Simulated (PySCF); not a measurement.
# Sm2S3: other functionals and bases at one geometry

Aim: see how levels, charges and forces of Sm2S3 depend on the level of theory. It is a constructed species; whether it can be made isn't addressed.

The runs use PySCF 2.14.0; several levels, as the steps say, no spin–orbit coupling.

4 further runs of the same task are left out: 2 for a known fault of the program, 2 that didn't finish.

## 1. The system as given

5 atoms, charge 0, spin multiplicity 1.

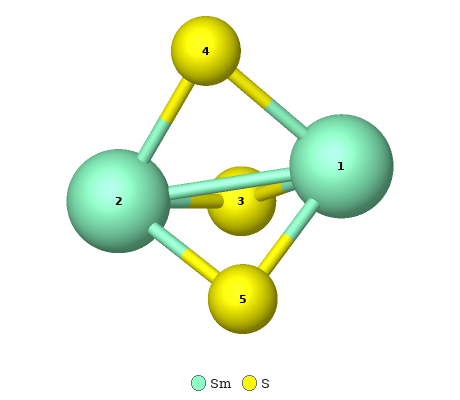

The structure; samarium green, sulfur yellow; atoms are numbered from 1 in the order of the file.

As a file:

```xyz
5
S3Sm2
Sm    0.0000    0.0000    1.5943
Sm    0.0000    0.0000   -1.5943
S     2.0610    0.0000    0.0000
S    -1.0305    1.7849    0.0000
S    -1.0305   -1.7848    0.0000
```

Formal oxidation states: Sm +3. Each metal's 5 4f electrons lie in its core potential, so multiplicities, spins and levels count the valence alone. An earlier session relaxed this geometry at r2SCAN, Sm lcecp-1-SVP with ECP51, S def2-SVP (singlet, point group D3h).

At r2SCAN on the finer grid: E = -1263.884398 Eh, HOMO -4.38 eV, LUMO -2.28 eV, Mulliken charge on Sm1 +0.79 e, largest force component 0.009 eV/Å. 

Levels to run: wB97X; M06-L; BLYP; CAM-B3LYP; r2SCAN, TZVP. Hardware: 2 threads of Arm Neoverse V1, shared host.

## 2. wB97X

run.py (the lines that set the calculation) reads:

```python
mol = gto.M(atom='''
Sm     0.00000     0.00000     1.59429
Sm     0.00000     0.00000    -1.59429
S      2.06096    -0.00001     0.00000
S     -1.03048     1.78485     0.00000
S     -1.03049    -1.78484     0.00000''',
    basis={'Sm': 'lcecp-1-SVP', 'S': 'def2-SVP'},
    ecp={'Sm': 'lcecp-1-SVP'},
    charge=0, spin=0)
mf = dft.RKS(mol, xc='WB97X')
mf.grids.atom_grid = (75, 302)  # f atoms: unpruned, at least (60, 302)
mf = mf.density_fit()  # fitting sets: Sm AutoAux, S def2-universal-JKFIT
mf.conv_tol = 1e-08; mf.max_cycle = 55
mf.kernel(dm0)  # dm0: the density of the relaxed state
```

The run is started by

```bash
> OMP_NUM_THREADS=2 python run.py
```

Standard output:

```text
init E= -1263.87929848779
  HOMO = -0.270049984709956  LUMO = -0.00439769618779239  gap/eV = 7.22877
cycle= 1 E= -1263.88809447802  delta_E= -0.0088  |g|= 0.0788  |ddm|= 0.342
  HOMO = -0.254411753378612  LUMO = -0.00943212071496182  gap/eV = 6.66624
cycle= 2 E= -1263.88899810958  delta_E= -0.000904  |g|= 0.062  |ddm|= 0.289
  HOMO = -0.262008653312783  LUMO = -0.00696851592424324  gap/eV = 6.94000
cycle= 3 E= -1263.89033736516  delta_E= -0.00134  |g|= 0.00861  |ddm|= 0.114
  HOMO = -0.262128529135101  LUMO = -0.00715089067947409  gap/eV = 6.93829
cycle= 4 E= -1263.8903786208  delta_E= -4.13e-05  |g|= 0.00297  |ddm|= 0.0311
  HOMO = -0.261745897185268  LUMO = -0.00712803458438051  gap/eV = 6.92850
cycle= 5 E= -1263.89038227145  delta_E= -3.65e-06  |g|= 0.000518  |ddm|= 0.00551
  HOMO = -0.261814262481494  LUMO = -0.00716244568881653  gap/eV = 6.92943
cycle= 6 E= -1263.89038256956  delta_E= -2.98e-07  |g|= 0.000113  |ddm|= 0.00204
  HOMO = -0.261822574410846  LUMO = -0.00716005010123446  gap/eV = 6.92972
cycle= 7 E= -1263.89038258708  delta_E= -1.75e-08  |g|= 2.56e-05  |ddm|= 0.000628
  HOMO = -0.261825801271712  LUMO = -0.00716404219778484  gap/eV = 6.92970
cycle= 8 E= -1263.89038258819  delta_E= -1.11e-09  |g|= 6.97e-06  |ddm|= 0.000146
  HOMO = -0.261825347173097  LUMO = -0.00716399900410627  gap/eV = 6.92969
Extra cycle  E= -1263.89038258825  delta_E= -6.03e-11  |g|= 4.4e-06  |ddm|= 2.51e-05
converged SCF energy = -1263.89038258825
```

Run time: 15 s. Hardware: 2 threads of Arm Neoverse V1, shared host.

It gives: E = -1263.890383 Eh, HOMO -7.12 eV, LUMO -0.19 eV, Mulliken charge on Sm1 +0.81 e, largest force component 0.229 eV/Å. 

## 3. M06-L

run.py (the lines that set the calculation): that of step 2 with these lines changed.

```diff
@@ -9,3 +9,3 @@
     charge=0, spin=0)
-mf = dft.RKS(mol, xc='WB97X')
+mf = dft.RKS(mol, xc='M06L')
 mf.grids.atom_grid = (75, 302)  # f atoms: unpruned, at least (60, 302)
```

The run is started by

```bash
> OMP_NUM_THREADS=2 python run.py
```

Standard output:

```text
init E= -1263.93249686597
  HOMO = -0.164513570195446  LUMO = -0.0824931331186818  gap/eV = 2.23189
cycle= 1 E= -1263.93412145476  delta_E= -0.00162  |g|= 0.0858  |ddm|= 0.516
  HOMO = -0.143304344008659  LUMO = -0.0820891409362616  gap/eV = 1.66575
cycle= 2 E= -1263.92157653463  delta_E= 0.0125  |g|= 0.197  |ddm|= 0.443
  HOMO = -0.153519542746782  LUMO = -0.0769633255138622  gap/eV = 2.08320
cycle= 3 E= -1263.93655550086  delta_E= -0.015  |g|= 0.0175  |ddm|= 0.346
  HOMO = -0.154794247431205  LUMO = -0.0790464780503797  gap/eV = 2.06120
cycle= 4 E= -1263.93666721329  delta_E= -0.000112  |g|= 0.00447  |ddm|= 0.0412
  HOMO = -0.154454030074486  LUMO = -0.0788936334192627  gap/eV = 2.05610
cycle= 5 E= -1263.93667280816  delta_E= -5.59e-06  |g|= 0.000467  |ddm|= 0.00617
  HOMO = -0.154357304640492  LUMO = -0.0788022470968741  gap/eV = 2.05596
cycle= 6 E= -1263.93667286542  delta_E= -5.73e-08  |g|= 0.000229  |ddm|= 0.00194
  HOMO = -0.15435141920273  LUMO = -0.0787947121509625  gap/eV = 2.05600
cycle= 7 E= -1263.93667287248  delta_E= -7.06e-09  |g|= 0.000186  |ddm|= 0.000623
  HOMO = -0.154349343926189  LUMO = -0.0787920543888454  gap/eV = 2.05602
cycle= 8 E= -1263.93667288649  delta_E= -1.4e-08  |g|= 1.4e-05  |ddm|= 0.000297
  HOMO = -0.154349776335724  LUMO = -0.0787934103136045  gap/eV = 2.05599
cycle= 9 E= -1263.93667288655  delta_E= -6.25e-11  |g|= 3.19e-06  |ddm|= 2.31e-05
  HOMO = -0.154349329122713  LUMO = -0.0787937816753193  gap/eV = 2.05597
Extra cycle  E= -1263.93667288654  delta_E= 1.59e-11  |g|= 7.55e-06  |ddm|= 1.76e-05
converged SCF energy = -1263.93667288654
```

Wall time 14 s (2 threads of Arm Neoverse V1, shared host).

Result: E = -1263.936673 Eh, HOMO -4.20 eV, LUMO -2.14 eV, Mulliken charge on Sm1 +0.96 e, largest force component 0.115 eV/Å. 

## 4. BLYP

run.py (the lines that set the calculation): that of step 3 with these lines changed.

```diff
@@ -9,3 +9,3 @@
     charge=0, spin=0)
-mf = dft.RKS(mol, xc='M06L')
+mf = dft.RKS(mol, xc='BLYP')
 mf.grids.atom_grid = (75, 302)  # f atoms: unpruned, at least (60, 302)
```

The run is started by

```bash
> OMP_NUM_THREADS=2 python run.py
```

Standard output:

```text
init E= -1263.8419461937
  HOMO = -0.14146627511882  LUMO = -0.0868045309512932  gap/eV = 1.48742
cycle= 1 E= -1263.84660091963  delta_E= -0.00465  |g|= 0.0711  |ddm|= 0.657
  HOMO = -0.156237199685631  LUMO = -0.0811695942799527  gap/eV = 2.04269
cycle= 2 E= -1263.83369511428  delta_E= 0.0129  |g|= 0.193  |ddm|= 0.463
  HOMO = -0.146868317247545  LUMO = -0.0852626128710861  gap/eV = 1.67638
cycle= 3 E= -1263.84885458814  delta_E= -0.0152  |g|= 0.016  |ddm|= 0.313
  HOMO = -0.146589751700585  LUMO = -0.0854889263242295  gap/eV = 1.66264
cycle= 4 E= -1263.84892042879  delta_E= -6.58e-05  |g|= 0.00525  |ddm|= 0.0263
  HOMO = -0.146907384495034  LUMO = -0.0859112842577709  gap/eV = 1.65979
cycle= 5 E= -1263.84892966907  delta_E= -9.24e-06  |g|= 0.00104  |ddm|= 0.012
  HOMO = -0.146768060931176  LUMO = -0.0858305577320715  gap/eV = 1.65819
cycle= 6 E= -1263.84893001008  delta_E= -3.41e-07  |g|= 0.000148  |ddm|= 0.00221
  HOMO = -0.146774174279397  LUMO = -0.0858284357658669  gap/eV = 1.65842
cycle= 7 E= -1263.84893001732  delta_E= -7.23e-09  |g|= 5.41e-05  |ddm|= 0.000226
  HOMO = -0.146781051937648  LUMO = -0.0858282453921898  gap/eV = 1.65861
Extra cycle  E= -1263.84893000747  delta_E= 9.85e-09  |g|= 0.000167  |ddm|= 0.000318
converged SCF energy = -1263.84893000747
```

It took 10 s on 2 threads of Arm Neoverse V1, shared host.

It gives: E = -1263.848930 Eh, HOMO -3.99 eV, LUMO -2.34 eV, Mulliken charge on Sm1 +0.60 e, largest force component 0.508 eV/Å. 

## 5. CAM-B3LYP

run.py (the lines that set the calculation): that of step 4 with these lines changed.

```diff
@@ -9,3 +9,3 @@
     charge=0, spin=0)
-mf = dft.RKS(mol, xc='BLYP')
+mf = dft.RKS(mol, xc='CAMB3LYP')
 mf.grids.atom_grid = (75, 302)  # f atoms: unpruned, at least (60, 302)
```

The run is started by

```bash
> OMP_NUM_THREADS=2 python run.py
```

Standard output:

```text
init E= -1263.84416517454
  HOMO = -0.232291244860249  LUMO = -0.0403541043785712  gap/eV = 5.22288
cycle= 1 E= -1263.84763824744  delta_E= -0.00347  |g|= 0.0784  |ddm|= 0.327
  HOMO = -0.218734952124137  LUMO = -0.047214188254823  gap/eV = 4.66732
cycle= 2 E= -1263.84659197915  delta_E= 0.00105  |g|= 0.0959  |ddm|= 0.336
  HOMO = -0.227046453582833  LUMO = -0.0441883114907793  gap/eV = 4.97582
cycle= 3 E= -1263.84979606313  delta_E= -0.0032  |g|= 0.00438  |ddm|= 0.165
  HOMO = -0.227610422442076  LUMO = -0.0445342851813105  gap/eV = 4.98176
cycle= 4 E= -1263.8498048016  delta_E= -8.74e-06  |g|= 0.0023  |ddm|= 0.017
  HOMO = -0.227376348766889  LUMO = -0.0445602056123467  gap/eV = 4.97468
cycle= 5 E= -1263.8498067509  delta_E= -1.95e-06  |g|= 0.000384  |ddm|= 0.00429
  HOMO = -0.227411865991105  LUMO = -0.0445822867203478  gap/eV = 4.97505
cycle= 6 E= -1263.84980685313  delta_E= -1.02e-07  |g|= 6.98e-05  |ddm|= 0.00153
  HOMO = -0.227413769575175  LUMO = -0.0445880293085883  gap/eV = 4.97494
cycle= 7 E= -1263.84980685979  delta_E= -6.66e-09  |g|= 1.41e-05  |ddm|= 0.000384
  HOMO = -0.227415352985467  LUMO = -0.0445869339380573  gap/eV = 4.97501
Extra cycle  E= -1263.84980686001  delta_E= -2.19e-10  |g|= 1.09e-05  |ddm|= 5.98e-05
converged SCF energy = -1263.84980686001
```

Wall time 14 s (2 threads of Arm Neoverse V1, shared host).

Read off: E = -1263.849807 Eh, HOMO -6.19 eV, LUMO -1.21 eV, Mulliken charge on Sm1 +0.75 e, largest force component 0.102 eV/Å. 

## 6. r2SCAN, TZVP

Basis: Sm lcecp-1-TZVP with ECP51, S def2-TZVP. 

run.py (the lines that set the calculation) reads:

```python
mol = gto.M(atom='''
Sm     0.00000     0.00000     1.59429
Sm     0.00000     0.00000    -1.59429
S      2.06096    -0.00001     0.00000
S     -1.03048     1.78485     0.00000
S     -1.03049    -1.78484     0.00000''',
    basis={'Sm': 'lcecp-1-TZVP', 'S': 'def2-TZVP'},
    ecp={'Sm': 'lcecp-1-TZVP'},
    charge=0, spin=0)
mf = dft.RKS(mol, xc='R2SCAN')
mf.grids.atom_grid = (75, 302)  # f atoms: unpruned, at least (60, 302)
mf = mf.density_fit()  # fitting sets: Sm AutoAux, S def2-universal-JKFIT
mf.conv_tol = 1e-08; mf.max_cycle = 55
mf.kernel(dm0)  # dm0: free metal ions and neutral atoms
```

The run is started by

```bash
> OMP_NUM_THREADS=2 python run.py
```

Standard output:

```text
init E= -1291.91722884104
  HOMO = -0.109592375889641  LUMO = -0.0913342601710405  gap/eV = 0.49683
cycle= 1 E= -1263.10769670162  delta_E= 28.8  |g|=  3.3  |ddm|= 3.36
  HOMO = -0.36760349800621  LUMO = -0.0330328414507119  gap/eV = 9.10413
cycle= 2 E= -1261.96087924005  delta_E= 1.15  |g|= 3.11  |ddm|= 4.36
  HOMO = -0.13217480626311  LUMO = -0.105838274864245  gap/eV = 0.71665
cycle= 3 E= -1263.66720627028  delta_E= -1.71  |g|= 1.34  |ddm|= 3.78
  HOMO = -0.160083290862575  LUMO = -0.0494594125386504  gap/eV = 3.01023
cycle= 4 E= -1264.23398711234  delta_E= -0.567  |g|= 0.357  |ddm|= 1.65
  HOMO = -0.169582477896322  LUMO = -0.0920742065684162  gap/eV = 2.10911
cycle= 5 E= -1264.28354613581  delta_E= -0.0496  |g|= 0.0686  |ddm|= 0.552
  HOMO = -0.159712860083967  LUMO = -0.0815178154951441  gap/eV = 2.12780
cycle= 6 E= -1264.28453111303  delta_E= -0.000985  |g|= 0.0399  |ddm|= 0.109
  HOMO = -0.162731019076431  LUMO = -0.0821900288727597  gap/eV = 2.19163
cycle= 7 E= -1264.28499664047  delta_E= -0.000466  |g|= 0.00286  |ddm|= 0.0407
  HOMO = -0.163042262049794  LUMO = -0.0826115353058125  gap/eV = 2.18863
cycle= 8 E= -1264.28499894799  delta_E= -2.31e-06  |g|= 0.000931  |ddm|= 0.00617
  HOMO = -0.16299731497883  LUMO = -0.0826099479379215  gap/eV = 2.18745
cycle= 9 E= -1264.28499908873  delta_E= -1.41e-07  |g|= 0.000646  |ddm|= 0.00125
  HOMO = -0.162995204321349  LUMO = -0.0826119268380575  gap/eV = 2.18734
cycle= 10 E= -1264.28499923718  delta_E= -1.48e-07  |g|= 8.15e-05  |ddm|= 0.000676
  HOMO = -0.162996460112082  LUMO = -0.0826151117439602  gap/eV = 2.18729
cycle= 11 E= -1264.28499923967  delta_E= -2.48e-09  |g|= 1.08e-05  |ddm|= 9.11e-05
  HOMO = -0.16299455854342  LUMO = -0.0826148577929318  gap/eV = 2.18724
Extra cycle  E= -1264.28499923963  delta_E= 4.18e-11  |g|= 1.58e-05  |ddm|= 2.98e-05
converged SCF energy = -1264.28499923963
```

Wall time 34 s (2 threads of Arm Neoverse V1, shared host).

It gives: E = -1264.284999 Eh, HOMO -4.44 eV, LUMO -2.25 eV, Mulliken charge on Sm1 +1.13 e, largest force component 0.174 eV/Å. 

## 7. All levels side by side

| level | state | HOMO (eV) | gap (eV) | charge on Sm1 (e) | dipole (D) | largest force (eV/Å) | basis functions | time |
| --- | --- | --- | --- | --- | --- | --- | --- | --- |
| r2SCAN (relaxed here) | singlet | -4.38 | 2.11 | 0.79 | 0.00 | 0.01 | 120 | 38 s |
| wB97X | singlet | -7.12 | 6.93 | 0.81 | 0.00 | 0.23 | 120 | 15 s |
| M06-L | singlet | -4.20 | 2.06 | 0.96 | 0.01 | 0.12 | 120 | 14 s |
| BLYP | singlet | -3.99 | 1.66 | 0.60 | 0.00 | 0.51 | 120 | 10 s |
| CAM-B3LYP | singlet | -6.19 | 4.98 | 0.75 | 0.00 | 0.10 | 120 | 14 s |
| r2SCAN, TZVP | singlet | -4.44 | 2.19 | 1.13 | 0.00 | 0.17 | 205 | 34 s |

Times are on 2 threads of Arm Neoverse V1, shared host; the first row also made further properties.

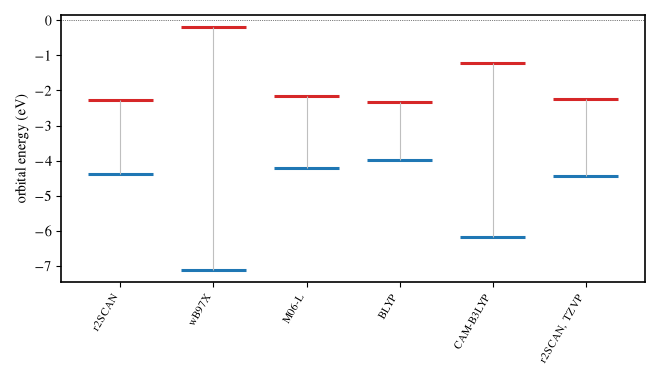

Highest filled and lowest empty level, method by method.

In one basis the HOMO–LUMO gap runs from 1.66 eV (BLYP) to 6.93 eV (wB97X). The largest leftover force, 0.51 eV/Å with BLYP, stands at a geometry relaxed at another level. The Mulliken charge on Sm spans +0.60 to +1.13 e over the levels. With 4f in the core, its levels are missing from HOMO and gap. Total energies of different levels can't be compared. Spin–orbit coupling is left out throughout.
